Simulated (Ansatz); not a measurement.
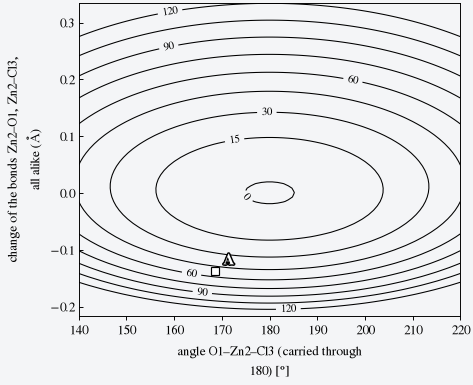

ClOZn, SMILES [O-][Zn][Cl], charge −1. First axis: angle O1–Zn2–Cl3 (carried through 180). Second axis: change of the bonds Zn2–O1, Zn2–Cl3, all alike. Nothing is relaxed (all other coordinates rigid). Grid: 15 × 15 points; 120 points were computed and 105 follow by symmetry. Points are written as (first, second). All energies are given in kJ/mol relative to the lowest grid point. Method: Ansatz 0.2.0, RHF/def2-TZVPD.

In the figure: contour lines labelled in kJ/mol (none above 120), the point A. Between grid points the surface is interpolated.

Is A at rest? If not, where is it pushed?

Answer. A, at (168.6°, −0.138 Å), is not a stationary point. The computed force is 0.78 kJ/mol for each degree towards larger values of the first coordinate and 800 kJ/mol for each Å towards larger values of the second coordinate.
